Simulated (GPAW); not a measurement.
Consider Sc2C (P-3m1).

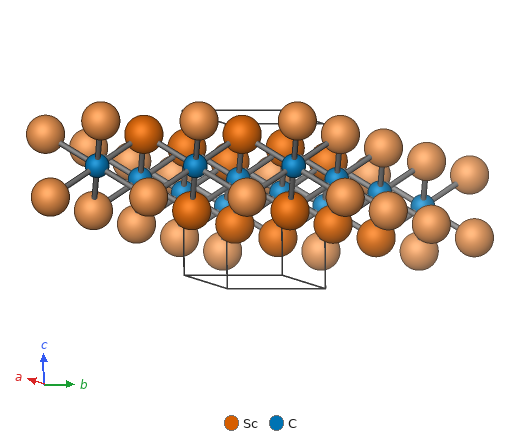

The structure (scandium orange, carbon blue). 3×2×1 cells are drawn. Some periodic images of atoms are drawn too.

```cif
data_structure
_symmetry_space_group_name_H-M 'P 1'
_symmetry_Int_Tables_number 1
_cell_length_a 3.3328
_cell_length_b 3.3328
_cell_length_c 5.6499
_cell_angle_alpha 90.000
_cell_angle_beta 90.000
_cell_angle_gamma 120.000
_cell_volume 54.35
loop_
_atom_site_label
_atom_site_type_symbol
_atom_site_fract_x
_atom_site_fract_y
_atom_site_fract_z
_atom_site_occupancy
Sc1 Sc 0.33333 0.66667 0.28244 1
Sc2 Sc 0.66667 0.33333 0.71756 1
C3 C 0.00000 0.00000 0.50000 1
```

Absorber: atom 1, with 3 C at 2.28 Å (pyramidal, site symmetry 3m). Method: GPAW, LDA, excited-electron core hole (neutral cell), 12-atom cell with 6.6 Å between holes, 5×5×5 k points, dipole transitions, Gaussian full width 0.9 eV up to 4 eV, rising linearly to 3.5 eV at 25 eV.

Question: What does the Sc K edge look like?

Main maxima up to 30 eV above the zero (height): 0.4 eV (0.74), 9.9 eV (1.22), 13.4 eV (1.70) and 25.1 eV (1.52). A K edge sees empty p states. The weak features of the first eV are p character mixed into the empty d bands; the main 4p edge lies above them. The total-energy difference is 4493.26 eV. One term is added: -21.68 eV, since the hole is spin-paired here and a spin-polarised one costs that much less in the free atom (computed apart). The photon energy is then 4471.58 eV. The tabulated edge of the element is 4492 eV. The functional leaves an error in such absolute values: in the free atom LDA prices this hole 12.5 eV below PBE (computed apart), and PBE is itself good to a few eV.

The Sc K spectrum (energy from the lowest empty level; intensity scaled to a mean of 1 over the first 20 eV; polarised curves are means over the symmetry-equivalent atoms):

```
E (eV)  isotropic  ε ⊥ c  ε ∥ c
  -2.0       0.00   0.00   0.00
  -0.5       0.12   0.15   0.06
   1.0       0.42   0.44   0.38
   2.5       0.16   0.16   0.16
   4.0       0.39   0.41   0.35
   5.5       0.52   0.41   0.74
   7.0       0.65   0.47   1.03
   8.5       1.03   1.05   0.98
  10.0       1.21   1.26   1.12
  11.5       1.27   1.34   1.12
  13.0       1.68   1.68   1.67
  14.5       1.58   1.73   1.29
  16.0       1.41   1.48   1.28
  17.5       1.36   1.33   1.42
  19.0       1.32   1.20   1.56
  20.5       1.25   1.12   1.53
  22.0       1.29   1.19   1.49
  23.5       1.45   1.47   1.42
  25.0       1.52   1.66   1.23
  26.5       1.49   1.64   1.20
  28.0       1.43   1.50   1.28
  29.5       1.39   1.43   1.30
  31.0       1.40   1.46   1.27
```

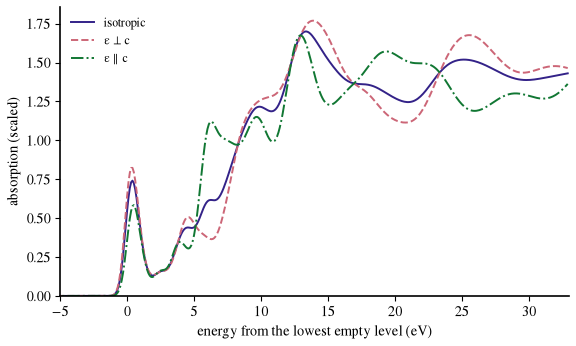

The Sc K edge.

Quadrupole 1s→3d transitions, which feed the pre-edge, are not in the dipole spectrum. The mesh is coarse (0.24 Å⁻¹ between points), so small maxima may be mesh ripples. Lifetime broadening is put in by hand, and intensities beyond about 20 eV depend on it and on the partial waves. The structure is a computed Materials Project entry and may be a hypothetical form.

[Banner, clock and machine lines of the logs are left out without a mark of their own.]

[Logs are printed without paths, hosts, clocks, repeated set-up lines and the standing remarks that a program may print on its own settings, such as how far it seeks lower states.]

[Hosts, paths, dates, database ids (printed as entryN), source tags and the programs' standing remarks are cut or masked in the printed files.]

[Lists of maxima count a maximum above −3 eV only where it reaches 4 % of the highest in the window and stands out from its surroundings by 2 % of it (1.5 % where it reaches 55 %); shoulders and weaker maxima are passed over, and of the rest the first, up to two pre-edge ones and the few strongest are named.]
